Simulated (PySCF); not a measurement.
Cl2Co (charge −1, triplet)

```xyz
3

Co    0.0153   -0.0034   -0.0167
Cl   -0.0381   -0.0084    2.1711
Cl    0.0688    0.0016   -2.2046
```

Geometry: BP86-D3(BJ)/ma-def2-SVP.

Level of theory: DFT single point, gas phase, functional B3LYP (PySCF).

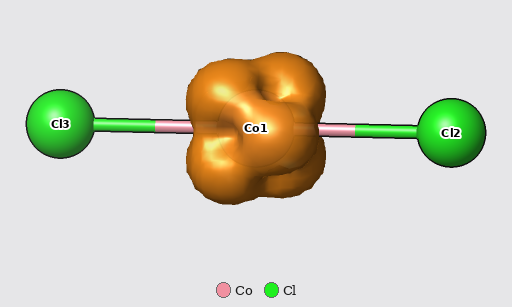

Figure 1. Isosurface of the spin density at +0.15 e/Å³ (orange), seen from one side.

Q: Where is the unpaired spin?

A: The unpaired spin (2 electrons) lies mostly on Co1 (about 2.0), in electrons by Hirshfeld's partition.

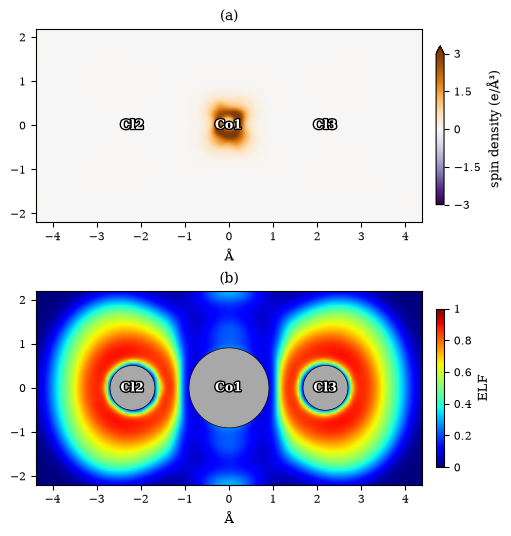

Figure 2. (a) spin density; (b) electron localisation function on a plane that holds the molecular axis. Grey discs cover the atomic cores in the ELF map.

Q: Interpret the plot.

A: The plane passes through Co and Cl nuclei. Co–Cl (2.19 Å): the ELF peaks at about 0.85 in the valence shell of Cl, 0.8 Å from its nucleus, and is about 0.40 at the midpoint.

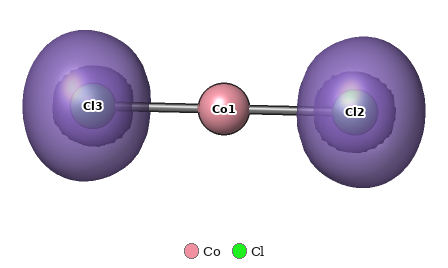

Figure 3. Isosurface of the electron localisation function at 0.75 (purple), seen from one side. Core shells and regions of very low density are left out.

Q: Identify the bonds, lone pairs and shells in this picture.

A: The surface consists of two regions wrapped around Cl (the valence shell of each). Along the contacts the grid gives the following. Co–Cl (2.19 Å): the ELF peaks at about 0.85 in the valence shell of Cl, 0.8 Å from its nucleus, and is about 0.40 at the midpoint.
